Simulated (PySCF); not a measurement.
Atomic calculation for K

System: K, configuration 1s2 2s2 2p6 3s2 3p6 4s1, multiplicity 2.
Method: unrestricted PBE0, ANO-RCC-VTZP, spin-free X2C-1e, Gaussian nucleus (PySCF).

### Summary

- outcome: converged
- total energy: −602.057856 hartree
- ⟨S²⟩: 0.750
- static polarisability: 334 bohr³
- C₆ of the like pair: 4760 hartree bohr⁶
- SCF iterations: 6
- hardware: 1 CPU thread, shared host
- CPU time: 1.2 s (integrals apart)

### Remarks

Limits: basis without added diffuse functions.

### The input
```python
from pyscf import gto, scf, dft, mp, cc
import basis_set_exchange as bse
mol = gto.M(atom="K 0 0 0", charge=0, spin=1, symmetry="D2h",
            basis=gto.basis.parse(bse.get_basis("ANO-RCC-VTZP", elements=["K"], fmt="nwchem")),
            nucmod="G")
mf = dft.UKS(mol, xc="PBE0").sfx2c1e()
mf.irrep_nelec = {'Ag': (4, 3), 'B1u': (2, 2), 'B2u': (2, 2), 'B3u': (2, 2)}
mf.kernel()
```

The script is an equivalent of what the driver set up; the driver started from orbitals of its own, so the log can be shorter than this script's would be, and it computed the properties (radii, ⟨L²⟩, response) afterwards. It held the occupations shell by shell, which the script's counts by irreducible representation don't always enforce.

### The program's output (extracts)
```
damping factor = 0
level_shift factor = 0
DIIS = <class 'pyscf.scf.diis.CDIIS'>
diis_start_cycle = 1
diis_space = 10
diis_damp = 0
SCF conv_tol = 1e-09
SCF conv_tol_grad = None
number electrons alpha = 10  beta = 9
XC functionals = PBE0
    C. Adamo and V. Barone.,  J. Chem. Phys. 110, 6158 (1999)
    M. Ernzerhof and G. E. Scuseria.,  J. Chem. Phys. 110, 5029 (1999)
cycle= 1 E= -602.05775848443  delta_E= -0.00312  |g|= 0.0126  |ddm|= 0.0796
cycle= 2 E= -602.057836269969  delta_E= -7.78e-05  |g|= 0.00742  |ddm|= 0.0178
cycle= 3 E= -602.057855057318  delta_E= -1.88e-05  |g|= 0.000413  |ddm|= 0.0055
cycle= 4 E= -602.057855562239  delta_E= -5.05e-07  |g|= 8.83e-05  |ddm|= 0.00208
cycle= 5 E= -602.057855597168  delta_E= -3.49e-08  |g|= 3.14e-06  |ddm|= 0.00069
cycle= 6 E= -602.057855597183  delta_E= -1.5e-11  |g|= 3.69e-07  |ddm|= 1.19e-05
converged SCF energy = -602.057855597183  <S^2> = 0.75008667  2S+1 = 2.0000867
```

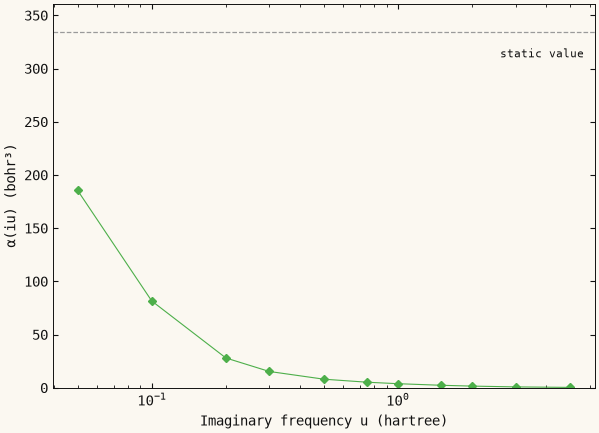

Figure 1. Dipole polarisability at imaginary frequency of neutral potassium ([Ar] 4s). Coupled response at the PBE0 level; PySCF, ANO-RCC-VTZP, spin-free X2C-1e, unrestricted single determinants, no spin-orbit coupling. The static dipole polarisability is 334 bohr³ (the recommended value is 290); α(iu) falls to half of it near u = 0.057 hartree. The Casimir–Polder integral gives C₆ = 4760 hartree bohr⁶ for two such species.

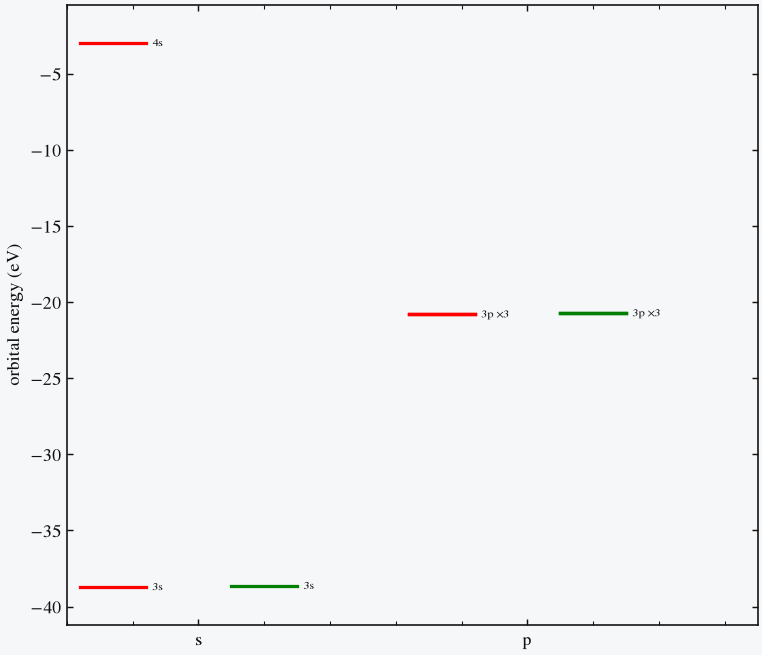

Figure 2. Orbital energies of the mean field, from the top down to −38.7 eV, by angular momentum, α spin at the left of each column and β at the right; ×n counts the orbitals under one label. The highest filled orbital is 4s α at −2.99 eV, the lowest empty one s β at −1.02 eV.
